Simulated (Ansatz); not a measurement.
# Zr2O: a relaxation

Aim: relax the cell and atoms of Zr2O.

Computed with Ansatz 0.2.0 (DFT PBEsol, scalar-relativistic, plane waves, PAW, unless a step's input says otherwise).

**1. The system as given**

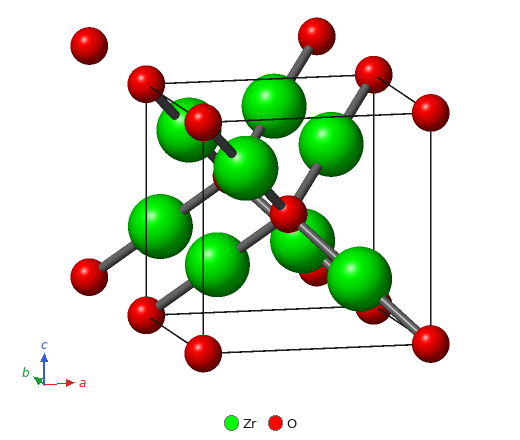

The starting structure, seen slightly off an axis (zirconium green, oxygen red). 1×2×1 cells are drawn. Atoms on the faces are drawn again on the opposite ones.

Coordinates:

```xyz
6
Lattice="4.8763 0.0000 0.0000 0.0000 4.8763 0.0000 0.0000 0.0000 4.8763" Properties=species:S:1:pos:R:3 pbc="T T T"
Zr    1.2191    1.2191    3.6573
Zr    3.6573    1.2191    1.2191
Zr    1.2191    3.6573    1.2191
Zr    3.6573    3.6573    3.6573
O     0.0000    0.0000    0.0000
O     2.4382    2.4382    2.4382
```

The structure comes from the Materials Project (structure only).

**2. Quick check of gap, pressure and forces**

Contents of input.yaml:

```yaml
crystal:
  lattice:
    - [4.876349, 0.0, 0.0]
    - [0.0, 4.876349, 0.0]
    - [0.0, 0.0, 4.876349]
  atoms:
    - { symbol: Zr, position: [0.25, 0.25, 0.75] }
    - { symbol: Zr, position: [0.75, 0.25, 0.25] }
    - { symbol: Zr, position: [0.25, 0.75, 0.25] }
    - { symbol: Zr, position: [0.75, 0.75, 0.75] }
    - { symbol: O, position: [0.0, 0.0, 0.0] }
    - { symbol: O, position: [0.5, 0.5, 0.5] }
basis:
  ecutwfc: 420
kpoints:
  mp_grid: { grid: [4, 4, 4] }
hamiltonian:
  xc: pbesol
scf:
  occupations: { method: gaussian, width: 0.1 }
output:
  forces: true
  stress: true
  eigenvalues: true
```

The run is started by

```bash
$ ansatz run input.yaml --threads 1 --pin off --max-ram 2560MiB --backend cpu --events-out ev --progress --plain --runs-dir out
```

What it wrote (excerpt; [...] marks lines left out):

```text
Warning: RAYON_NUM_THREADS=1 ignored (pool sized by the plan → 1); use --threads N
[...]
Pseudopotentials: kind: paw
Pseudopotential: Zr, paw, valence charge 12, recommended cutoff 420 eV (normal), Zr.paw.azcp
Pseudopotential: O, paw, valence charge 6, recommended cutoff 420 eV (normal), O.paw.azcp
Functional definition: PBEsol
[...]
Crystal: 6 atoms, lattice volume = 115.954 Å³
Basis set: ecut = 420 eV, 2301 PW (Γ), exchange–correlation on 72×72×72 points (8 copies of the dense FFT grid, shifted against one another)
Bands: 36, of which v1, the nominal top of the filled ones, is band 30 counted from 1 (29 counted from 0)
Symmetry: 48 space group operations
Space group: Pn-3m (ITA 224), of the structure as read, at distance tolerance 4.9e-5 Å
k-points: 10 of 64
[...]
SCF iter   1: F=—  HF=-17640.897554 eV  |F-HF|=—  |Δ(HF+E_count)|=         —  Δρ=4.99e-3  dr2=2.11e-2  ethr=1.77e-3  ⟨swp⟩=4.2  Hψ=1345  notcnv=0
[...]
SCF iter   6: F=-17640.893411 eV  HF=-17640.893411 eV  |F-HF|=3.98e-9  |Δ(HF+E_count)|=   3.37e-7  Δρ=7.05e-6  dr2=4.72e-8  ethr=1.67e-10  ⟨swp⟩=6.4  Hψ=1414  notcnv=0
[...]
SCF converged after 6 iterations
Free energy (F): -17640.893411 eV
[...]
E sigma→0 (E₀):  -17640.867951 eV
Entropy (-TS):   -0.050920 eV (-8.487 meV/atom)
Fermi energy:    12.220653 eV
[...]
--- Forces (eV/Å), atoms counted from 1 ---
  atom   1  Zr     0.00000000    -0.00000000    -0.00000000
  atom   2  Zr     0.00000000    -0.00000000    -0.00000000
  atom   3  Zr     0.00000000    -0.00000000     0.00000000
  atom   4  Zr     0.00000000    -0.00000000     0.00000000
  atom   5  O     -0.00000000    -0.00000000    -0.00000000
  atom   6  O     -0.00000000    -0.00000000     0.00000000
[...]
--- Stress (GPa, compression-positive) ---
       -6.329191       0.000000       0.000000
        0.000000      -6.329191       0.000000
        0.000000       0.000000      -6.329191
  P = ⅓ Tr σ = -6.3292 GPa (-63.292 kbar)
--- Band table (eV; the first three rows and the last of 10) ---
[...]
```

It took 5.4 s on 1 thread of Intel Xeon at 2.70GHz, shared host; peak memory 0.39 GiB.

Read-out: pressure -6.3 GPa, largest force 0.00 eV/Å, gap on this mesh none (metal). By this gap the next run takes a mesh of 8×8×8.

[end of part 1 of 2]
